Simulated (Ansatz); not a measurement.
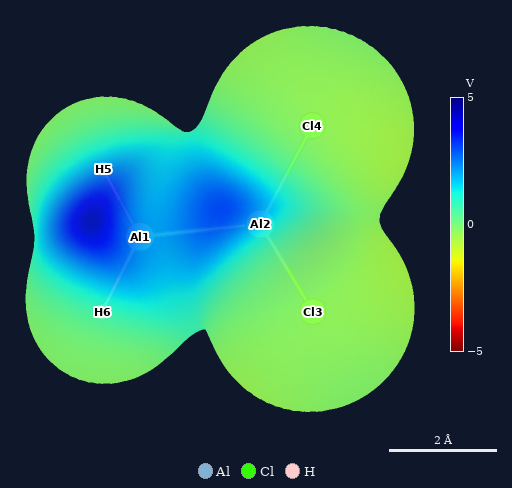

The picture shows: Al₂Cl₂H₂. The molecular electrostatic potential painted on the density surface at 0.002 e/bohr³, seen at a tilt; the colour scale runs from red (negative) to blue (positive).

Geometry: PBE0-D4/def2-TZVP.

Level of theory: Ansatz, RKS PBE0-D4/def2-TZVPP.

Input

```
crystal:
  periodic: [false, false, false]
  atoms:
    - {symbol: Al, position_ang: [-0.791616, 1.058732, -0.433905]}
    - {symbol: Al, position_ang: [0.679555, -0.915372, 0.350755]}
    - {symbol: Cl, position_ang: [1.638329, -0.924414, 2.220065]}
    - {symbol: Cl, position_ang: [1.004694, -2.620156, -0.832933]}
    - {symbol: H, position_ang: [-1.523148, 1.000655, -1.840892]}
    - {symbol: H, position_ang: [-0.965815, 2.336555, 0.490809]}
basis:
  gaussian: {orbitals: def2-TZVPP}
hamiltonian: {xc: pbe0, dispersion: d4}
output: {orbitals: {seedname: orbitals}}
```

Command:

```sh
ansatz run in.yaml --threads 2 --pin off --events-out ev --progress --plain --max-ram 4352MiB
```

Q: Which sites attract a positive test charge, and which a negative one?

A: A positive charge is drawn to the negative regions and a negative charge to the positive ones. The most negative region (about −0.6 V, or −14 kcal/mol for a unit charge) lies over Cl3 and Cl4, the most positive (about +4.2 V, or +97 kcal/mol for a unit charge) over Al1.
